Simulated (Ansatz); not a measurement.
# CClF3: single points with varied inputs

Aim: run CClF3 under a spread of inputs, and see what each costs and gives.

Computed with Ansatz 0.2.0, Gaussian basis. Level: the settings change from run to run.

**1. The geometry**

The structure was relaxed beforehand with PBE0-D4 in a triple-zeta def2 set.

SMILES `FC(F)(F)Cl`, 5 atoms, charge 0, spin multiplicity 1.

Atoms are counted from 1 here; the program's logs count them from 0.

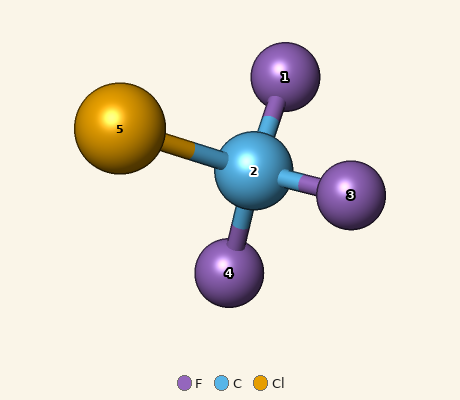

The structure; fluorine purple, carbon blue, chlorine amber; atoms are numbered from 1 in the order of the file.

As a file:

```
atom     x (Å)     y (Å)     z (Å)
  F1   0.21366   0.01911   1.32610
  C2  -0.00224  -0.08245   0.02607
  F3  -1.24959  -0.47465  -0.16710
  F4   0.81166  -0.99897  -0.46846
 Cl5   0.27631   1.46326  -0.75802
```

**2. B97/6-31G**

Set apart from the defaults: charge +1, multiplicity 2, restricted open-shell orbitals.

Input file in.yaml:

```yaml
crystal:
  periodic: [false, false, false]
  atoms:
    - {symbol: F, position_ang: [0.213658, 0.019108, 1.326099]}
    - {symbol: C, position_ang: [-0.002242, -0.082454, 0.026069]}
    - {symbol: F, position_ang: [-1.249589, -0.474647, -0.167098]}
    - {symbol: F, position_ang: [0.811665, -0.998971, -0.468455]}
    - {symbol: Cl, position_ang: [0.276309, 1.463263, -0.758016]}
basis:
  gaussian: {orbitals: 6-31G}
total_charge: 1
magnetization: {spin_polarized: false, initial_magnetization: 1}
hamiltonian: {xc: {name: B97}}
output: {forces: true}
```

Command:

```console
$ ansatz run in.yaml --threads 2 --pin off --events-out ev --progress --plain --max-ram 32768MiB --backend cpu
```

What it wrote, cut to the lines that bear on the results:

```text
Functional definition: B97
  name "B97"
  cite "Becke, J. Chem. Phys. 107, 8554 (1997) doi:10.1063/1.475007"
[...]
      + integral(e_c_pw_opposite_spin*poly(b97_u_opposite, cos0, cos1, cos2))
492 factors; integrals over basis functions are off by at most 1.4e-4 eV
[...]
mean field -21688.43777383 eV, -797.0353872370 hartree, gradient 1.4e-9 eV, S^2 0.750000; 5 other end points of the search recorded, 0 dependent functions left out
[...]
reference -21688.43778453 eV, -797.0353876303 hartree; 25, 24 occupied and 24, 25 virtual orbitals, 492 factors
Total energy: -21688.43778453 eV, -797.0353876303 hartree
Atom 0 at     0.213658     0.019108     1.326099 Å, force     0.503958     0.936008     1.888738 eV/Å
Atom 1 at    -0.002242    -0.082454     0.026069 Å, force    -0.097920    -3.636444     2.030380 eV/Å
Atom 2 at    -1.249589    -0.474647    -0.167098 Å, force    -2.303531     0.283727    -0.928583 eV/Å
Atom 3 at     0.811665    -0.998971    -0.468455 Å, force     1.551329    -0.847081    -1.254292 eV/Å
Atom 4 at     0.276309     1.463263    -0.758016 Å, force     0.346164     3.263790    -1.736243 eV/Å
Dipole moment:     0.101040     0.714445    -0.371646 e Å
```

Wall time 21 s (2 threads, shared host).

Largest force 4.166 eV/Å.

**3. B3LYP/def2-mTZVP**

Changes to in.yaml since step 2:

```diff
@@ -9,6 +9,3 @@
 basis:
-  gaussian: {orbitals: 6-31G}
-total_charge: 1
-magnetization: {spin_polarized: false, initial_magnetization: 1}
-hamiltonian: {xc: {name: B97}}
-output: {forces: true}
+  gaussian: {orbitals: def2-mTZVP}
+hamiltonian: {xc: {name: B3LYP}}
```

Same command.

What it wrote:

```text
Functional definition: B3LYP
  name "B3LYP"
  cite "Stephens, Devlin, Chabalowski & Frisch, J. Phys. Chem. 98, 11623 (1994) doi:10.1021/j100096a001"
  cite "Becke, Phys. Rev. A 38, 3098 (1988) doi:10.1103/PhysRevA.38.3098"
  cite "Lee, Yang & Parr, Phys. Rev. B 37, 785 (1988) doi:10.1103/PhysRevB.37.785"
  cite "Vosko, Wilk & Nusair, Can. J. Phys. 58, 1200 (1980) doi:10.1139/p80-159"
  parameter a0 = 0.2
  parameter ax = 0.72
  parameter ac = 0.81
  exchange = (1 - a0 - ax)*slater_x + ax*b88_x + a0*exact_x
  correlation = (1 - ac)*vwn_rpa_c + ac*lyp_c
842 factors; their error is unknown
mean field evaluation 1: about -21711.9945 eV, gradient 4.4e1 eV
mean field evaluation 2: about -21708.6391 eV, gradient 6.7e1 eV
mean field evaluation 4: about -21714.4200 eV, gradient 9.7e-1 eV
mean field evaluation 8: about -21714.4905 eV, gradient 2.2e-2 eV
mean field -21714.49048512 eV, -797.9928067179 hartree, gradient 5.2e-5 eV, S^2 0.000000; 0 other end points of the search recorded, 0 dependent functions left out
reference -21714.49066335 eV, -797.9928132676 hartree; 25, 25 occupied and 73, 73 virtual orbitals, 842 factors
Total energy: -21714.49066335 eV, -797.9928132676 hartree
```

Run time: 2 s. Hardware: 2 threads, shared host.

**4. B3LYP/aug-pcseg-2**

Set apart from the defaults: D3(BJ) dispersion, the search for lower states set to off.

Changes to in.yaml since step 3:

```diff
@@ -9,3 +9,4 @@
 basis:
-  gaussian: {orbitals: def2-mTZVP}
-hamiltonian: {xc: {name: B3LYP}}
+  gaussian: {orbitals: aug-pcseg-2}
+hamiltonian: {xc: {name: B3LYP}, dispersion: d3bj}
+scf: {lower_state_search: off}
```

The command is unchanged.

What it wrote, cut to the lines that bear on the results:

```text
Functional definition: B3LYP
  name "B3LYP"
  cite "Stephens, Devlin, Chabalowski & Frisch, J. Phys. Chem. 98, 11623 (1994) doi:10.1021/j100096a001"
  cite "Becke, Phys. Rev. A 38, 3098 (1988) doi:10.1103/PhysRevA.38.3098"
  cite "Lee, Yang & Parr, Phys. Rev. B 37, 785 (1988) doi:10.1103/PhysRevB.37.785"
  cite "Vosko, Wilk & Nusair, Can. J. Phys. 58, 1200 (1980) doi:10.1139/p80-159"
[...]
1124 factors; their error is unknown
[...]
mean field -21715.22579026 eV, -798.0198286835 hartree, gradient 3.6e-6 eV, S^2 0.000000; 0 other end points of the search recorded, 0 dependent functions left out
reference -21715.22606593 eV, -798.0198388142 hartree; 25, 25 occupied and 209, 209 virtual orbitals, 1124 factors
Total energy: -21715.35902372 eV, -798.0247249228 hartree
Checks for a lower state left out: stability, starts, cluster_reference, orbital_swaps, neighbouring_geometries, increment
```

Wall time 3.8 s (2 threads, shared host); peak memory 0.46 GiB.

**5. CAM-B3LYP/cc-pVTZ-DK**

This run has atoms shaken by 0.03 Å.

Input file in.yaml:

```yaml
crystal:
  periodic: [false, false, false]
  atoms:
    - {symbol: F, position_ang: [0.238899, 0.004729, 1.329249]}
    - {symbol: C, position_ang: [0.016481, -0.133473, 0.033594]}
    - {symbol: F, position_ang: [-1.241501, -0.478569, -0.148212]}
    - {symbol: F, position_ang: [0.802057, -0.992506, -0.515946]}
    - {symbol: Cl, position_ang: [0.268529, 1.458002, -0.800497]}
basis:
  gaussian: {orbitals: cc-pVTZ-DK}
hamiltonian: {xc: {name: CAM-B3LYP}}
output: {forces: true}
```

The command is unchanged.

What it wrote, cut to the lines that bear on the results:

```text
Functional definition: CAM-B3LYP
  name "CAM-B3LYP"
  cite "Yanai, Tew & Handy, Chem. Phys. Lett. 393, 51 (2004) doi:10.1016/j.cplett.2004.06.011"
  cite "Iikura, Tsuneda, Yanai & Hirao, J. Chem. Phys. 115, 3540 (2001) doi:10.1063/1.1383587"
  cite "Becke, Phys. Rev. A 38, 3098 (1988) doi:10.1103/PhysRevA.38.3098"
  cite "Lee, Yang & Parr, Phys. Rev. B 37, 785 (1988) doi:10.1103/PhysRevB.37.785"
  cite "Vosko, Wilk & Nusair, Can. J. Phys. 58, 1200 (1980) doi:10.1139/p80-159"
[...]
  # Exact exchange under (alpha + beta erf(omega r))/r, Becke's under what is left of 1/r.
[...]
893 factors; their error is unknown
164 factors; integrals over basis functions are off by at most 1.5e-5 eV
[...]
mean field -21758.75368363 eV, -799.6194492604 hartree, gradient 3.0e-5 eV, S^2 0.000000; 0 other end points of the search recorded, 0 dependent functions left out
[...]
reference -21758.75376656 eV, -799.6194523082 hartree; 25, 25 occupied and 129, 129 virtual orbitals, 893 factors
Total energy: -21758.75376656 eV, -799.6194523082 hartree
Relativity: scalar
Atom 0 at     0.238899     0.004729     1.329249 Å, force     0.217538    -0.326986    -0.223472 eV/Å
Atom 1 at     0.016481    -0.133473     0.033594 Å, force    -0.769683     2.221100    -0.309711 eV/Å
Atom 2 at    -1.241501    -0.478569    -0.148212 Å, force    -0.174192    -0.379926     0.111447 eV/Å
Atom 3 at     0.802057    -0.992506    -0.515946 Å, force     0.740976    -1.111857     0.004013 eV/Å
Atom 4 at     0.268529     1.458002    -0.800497 Å, force    -0.014639    -0.402332     0.417722 eV/Å
Dipole moment:     0.025259    -0.052310     0.004488 e Å
```

Run time: 4.2 s. Hardware: 2 threads, shared host.

Largest force 2.371 eV/Å, dipole 0.28 D.

**6. LC-wPBE/x2c-TZVPPall**

Input file in.yaml:

```yaml
crystal:
  periodic: [false, false, false]
  atoms:
    - {symbol: F, position_ang: [0.213658, 0.019108, 1.326099]}
    - {symbol: C, position_ang: [-0.002242, -0.082454, 0.026069]}
    - {symbol: F, position_ang: [-1.249589, -0.474647, -0.167098]}
    - {symbol: F, position_ang: [0.811665, -0.998971, -0.468455]}
    - {symbol: Cl, position_ang: [0.276309, 1.463263, -0.758016]}
basis:
  gaussian: {orbitals: x2c-TZVPPall}
hamiltonian: {xc: {name: LC-wPBE}}
output: {forces: true}
```

Same command.

What it wrote, cut to the lines that bear on the results:

```text
Functional definition: LC-wPBE
  name "LC-wPBE"
  cite "Vydrov & Scuseria, J. Chem. Phys. 125, 234109 (2006) doi:10.1063/1.2409292"
  cite "Heyd & Scuseria, J. Chem. Phys. 120, 7274 (2004) doi:10.1063/1.1668634"
  cite "Ernzerhof & Perdew, J. Chem. Phys. 109, 3313 (1998) doi:10.1063/1.476928"
  cite "Perdew, Burke & Ernzerhof, Phys. Rev. Lett. 77, 3865 (1996) doi:10.1103/PhysRevLett.77.3865"
  parent pbe
[...]
945 factors; their error is unknown
215 factors; integrals over basis functions are off by at most 5.2e-5 eV
[...]
mean field -21752.76418108 eV, -799.3993391015 hartree, gradient 2.1e-5 eV, S^2 0.000000; 0 other end points of the search recorded, 0 dependent functions left out
[...]
reference -21752.76418108 eV, -799.3993391016 hartree; 25, 25 occupied and 141, 141 virtual orbitals, 945 factors
Total energy: -21752.76418108 eV, -799.3993391016 hartree
Relativity: scalar
Atom 0 at     0.213658     0.019108     1.326099 Å, force     0.020318     0.017061     0.108805 eV/Å
Atom 1 at    -0.002242    -0.082454     0.026069 Å, force     0.060136     0.333660    -0.169251 eV/Å
Atom 2 at    -1.249589    -0.474647    -0.167098 Å, force    -0.107027    -0.025807    -0.021025 eV/Å
Atom 3 at     0.811665    -0.998971    -0.468455 Å, force     0.072279    -0.071399    -0.047122 eV/Å
Atom 4 at     0.276309     1.463263    -0.758016 Å, force    -0.045706    -0.253516     0.128593 eV/Å
Dipole moment:     0.013227     0.073407    -0.037237 e Å
```

Wall time 3.2 s (2 threads, shared host).

Largest force 0.379 eV/Å, dipole 0.40 D.

**7. RPBE/ANO-RCC-VTZP**

Options: coordinates scaled by 0.96, D4 dispersion.

Input file in.yaml:

```yaml
crystal:
  periodic: [false, false, false]
  atoms:
    - {symbol: F, position_ang: [0.205111, 0.018343, 1.273055]}
    - {symbol: C, position_ang: [-0.002153, -0.079156, 0.025026]}
    - {symbol: F, position_ang: [-1.199606, -0.455661, -0.160414]}
    - {symbol: F, position_ang: [0.779198, -0.959012, -0.449716]}
    - {symbol: Cl, position_ang: [0.265257, 1.404733, -0.727695]}
basis:
  gaussian: {orbitals: ANO-RCC-VTZP}
hamiltonian: {xc: {name: RPBE}, dispersion: d4}
```

Same command.

What it wrote:

```text
Functional definition: RPBE
  name "RPBE"
  cite "Hammer, Hansen & Nørskov, Phys. Rev. B 59, 7413 (1999) doi:10.1103/PhysRevB.59.7413"
  cite "Perdew, Burke & Ernzerhof, Phys. Rev. Lett. 77, 3865 (1996) doi:10.1103/PhysRevLett.77.3865"
  parameter kappa = 0.804
  parameter beta = 0.06672455060314922
  exchange = rpbe_x(kappa = kappa, mu = beta*pi^2/3)
  correlation = pbe_c(beta = beta)
1183 factors; their error is unknown
mean field evaluation 1: about -21756.8541 eV, gradient 4.0e1 eV
mean field evaluation 2: about -21753.6990 eV, gradient 6.3e1 eV
mean field evaluation 4: about -21758.8145 eV, gradient 9.7e-1 eV
mean field evaluation 8: about -21758.8167 eV, gradient 2.2e-2 eV
mean field evaluation 16: about -21758.7935 eV, gradient 4.8e-5 eV
mean field -21758.79353358 eV, -799.6209137191 hartree, gradient 4.8e-5 eV, S^2 0.000000; 0 other end points of the search recorded, 0 dependent functions left out
reference -21758.79358988 eV, -799.6209157880 hartree; 25, 25 occupied and 129, 129 virtual orbitals, 1183 factors
Total energy: -21759.19266503 eV, -799.6355815294 hartree
Relativity: scalar
```

It took 3.3 s on 2 threads, shared host.

**8. SPW92/def2-TZVPP**

This run has high accuracy.

Input file in.yaml:

```yaml
crystal:
  periodic: [false, false, false]
  atoms:
    - {symbol: F, position_ang: [0.213658, 0.019108, 1.326099]}
    - {symbol: C, position_ang: [-0.002242, -0.082454, 0.026069]}
    - {symbol: F, position_ang: [-1.249589, -0.474647, -0.167098]}
    - {symbol: F, position_ang: [0.811665, -0.998971, -0.468455]}
    - {symbol: Cl, position_ang: [0.276309, 1.463263, -0.758016]}
basis:
  gaussian: {orbitals: def2-TZVPP}
hamiltonian: {xc: {name: SPW92}}
accuracy: high
output: {forces: true}
```

Launched as before.

What it wrote, cut to the lines that bear on the results:

```text
Functional definition: SPW92
  name "SPW92"
  cite "Dirac, Proc. Camb. Phil. Soc. 26, 376 (1930) doi:10.1017/S0305004100016108"
  cite "Slater, Phys. Rev. 81, 385 (1951) doi:10.1103/PhysRev.81.385"
  cite "Perdew & Wang, Phys. Rev. B 45, 13244 (1992) doi:10.1103/PhysRevB.45.13244"
[...]
2748 factors; integrals over basis functions are off by at most 6.9e-9 eV
[...]
mean field -21613.89669674 eV, -794.2960531800 hartree, gradient 7.5e-8 eV, S^2 0.000000; 0 other end points of the search recorded, 0 dependent functions left out
[...]
reference -21613.89669883 eV, -794.2960532567 hartree; 25, 25 occupied and 141, 141 virtual orbitals, 2748 factors
Total energy: -21613.89669883 eV, -794.2960532567 hartree
Atom 0 at     0.213658     0.019108     1.326099 Å, force     0.009852     0.017489     0.036789 eV/Å
Atom 1 at    -0.002242    -0.082454     0.026069 Å, force     0.009445     0.052529    -0.026653 eV/Å
Atom 2 at    -1.249589    -0.474647    -0.167098 Å, force    -0.039635     0.000810    -0.013667 eV/Å
Atom 3 at     0.811665    -0.998971    -0.468455 Å, force     0.030051    -0.016899    -0.023827 eV/Å
Atom 4 at     0.276309     1.463263    -0.758016 Å, force    -0.009713    -0.053929     0.027358 eV/Å
Dipole moment:     0.010149     0.056316    -0.028567 e Å
```

Run time: 9.5 s. Hardware: 2 threads, shared host; peak memory 0.58 GiB.

Largest force 0.061 eV/Å, dipole 0.31 D.

**9. revPBE0/6-31G***

Set apart from the defaults: D4 dispersion.

Changes to in.yaml since step 8:

```diff
@@ -9,5 +9,3 @@
 basis:
-  gaussian: {orbitals: def2-TZVPP}
-hamiltonian: {xc: {name: SPW92}}
-accuracy: high
-output: {forces: true}
+  gaussian: {orbitals: "6-31G*"}
+hamiltonian: {xc: {name: revPBE0}, dispersion: d4}
```

Launched as before.

What it wrote, cut to the lines that bear on the results:

```text
Functional definition: revPBE0
  name "revPBE0"
  cite "Zhang & Yang, Phys. Rev. Lett. 80, 890 (1998) doi:10.1103/PhysRevLett.80.890"
  cite "Adamo & Barone, J. Chem. Phys. 110, 6158 (1999) doi:10.1063/1.478522"
  cite "Perdew, Burke & Ernzerhof, Phys. Rev. Lett. 77, 3865 (1996) doi:10.1103/PhysRevLett.77.3865"
[...]
689 factors; integrals over basis functions are off by at most 1.1e-3 eV
[...]
mean field -21703.07486121 eV, -797.5732902771 hartree, gradient 8.8e-6 eV, S^2 0.000000; 0 other end points of the search recorded, 0 dependent functions left out
reference -21703.07487433 eV, -797.5732907591 hartree; 25, 25 occupied and 54, 54 virtual orbitals, 689 factors
Total energy: -21703.29791974 eV, -797.5814875267 hartree
```

Wall time 1.6 s (2 threads, shared host).

**10. B3LYP/def2-TZVPD**

This run has charge -1, multiplicity 2, relativity set to none.

Changes to in.yaml since step 9:

```diff
@@ -9,3 +9,6 @@
 basis:
-  gaussian: {orbitals: "6-31G*"}
-hamiltonian: {xc: {name: revPBE0}, dispersion: d4}
+  gaussian: {orbitals: def2-TZVPD}
+total_charge: -1
+magnetization: {spin_polarized: true, initial_magnetization: 1}
+hamiltonian: {xc: {name: B3LYP}, pseudopotentials: {relativity: none}}
+output: {forces: true}
```

Same command.

What it wrote, cut to the lines that bear on the results:

```text
Functional definition: B3LYP
  name "B3LYP"
  cite "Stephens, Devlin, Chabalowski & Frisch, J. Phys. Chem. 98, 11623 (1994) doi:10.1021/j100096a001"
  cite "Becke, Phys. Rev. A 38, 3098 (1988) doi:10.1103/PhysRevA.38.3098"
  cite "Lee, Yang & Parr, Phys. Rev. B 37, 785 (1988) doi:10.1103/PhysRevB.37.785"
  cite "Vosko, Wilk & Nusair, Can. J. Phys. 58, 1200 (1980) doi:10.1139/p80-159"
[...]
1061 factors; their error is unknown
[...]
a density is far from that of the atoms, so the factors are made again for it
1347 factors; integrals over basis functions are off by at most 5.6e-4 eV
mean field -21714.19003368 eV, -797.9817653310 hartree, gradient 2.6e-5 eV, S^2 0.750247; 0 other end points of the search recorded, 0 dependent functions left out
[...]
reference -21714.19023162 eV, -797.9817726052 hartree; 26, 25 occupied and 177, 178 virtual orbitals, 1347 factors
Total energy: -21714.19023162 eV, -797.9817726052 hartree
Atom 0 at     0.213658     0.019108     1.326099 Å, force     0.096147    -0.284267     1.152086 eV/Å
Atom 1 at    -0.002242    -0.082454     0.026069 Å, force     0.053115     0.294315    -0.149270 eV/Å
Atom 2 at    -1.249589    -0.474647    -0.167098 Å, force    -0.995177    -0.652495     0.038541 eV/Å
Atom 3 at     0.811665    -0.998971    -0.468455 Å, force     0.542097    -1.043471    -0.186154 eV/Å
Atom 4 at     0.276309     1.463263    -0.758016 Å, force     0.303817     1.685918    -0.855204 eV/Å
Dipole moment:    -0.274205    -1.520888     0.771448 e Å
```

It took 76 s on 2 threads, shared host; peak memory 0.94 GiB.

Largest force 1.915 eV/Å, ⟨S²⟩ 0.750.

**11. The runs in one table**

```
               level  charge  multiplicity  geometry  functions  energy (eV)   time
           B97/6-31G       1             2   relaxed         49   -21688.438   21 s
    B3LYP/def2-mTZVP       0             1   relaxed         98   -21714.491    2 s
   B3LYP/aug-pcseg-2       0             1   relaxed        234   -21715.359  3.8 s
CAM-B3LYP/cc-pVTZ-DK       0             1    shaken        154   -21758.754  4.2 s
LC-wPBE/x2c-TZVPPall       0             1   relaxed        166   -21752.764  3.2 s
   RPBE/ANO-RCC-VTZP       0             1    scaled        154   -21759.193  3.3 s
    SPW92/def2-TZVPP       0             1   relaxed        166   -21613.897  9.5 s
      revPBE0/6-31G*       0             1   relaxed         79   -21703.298  1.6 s
    B3LYP/def2-TZVPD      -1             2   relaxed        203   -21714.190   76 s
```

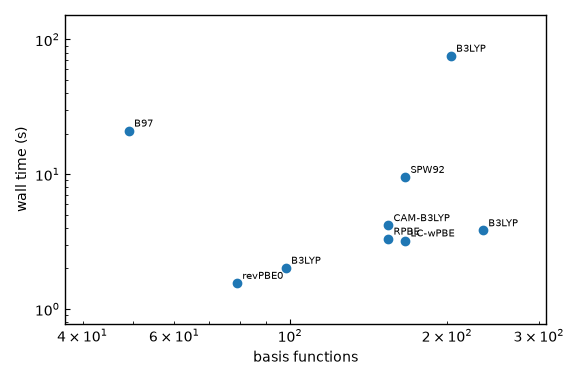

Wall time against the number of basis functions (shared host).

**12. Summary of results**

| quantity | value |
| --- | --- |
| runs | 9 |
| quickest | revPBE0/6-31G*, 1.6 s |
| slowest | B3LYP/def2-TZVPD, 76 s |
| spread of total energies, same state and geometry | 138.9 eV |
| dipole, same state and geometry | 0.31 to 0.40 D |

Run time spans a factor of 48, from revPBE0/6-31G* to B3LYP/def2-TZVPD. The jobs differ in tasks and options as well as level. The totals spread over 139 eV; they can't be compared across methods or bases. Some of these runs are scalar-relativistic and others not, which shifts the totals of all-electron atoms past neon by eV; core potentials, where a basis has them, take the core out of the total altogether. At the PBE0-D4/def2-TZVP geometry and in the same state, runs without warnings or point charges leave forces up to 0.38 eV/Å (LC-wPBE/x2c-TZVPPall), against 2.4 eV/Å where the atoms were moved.
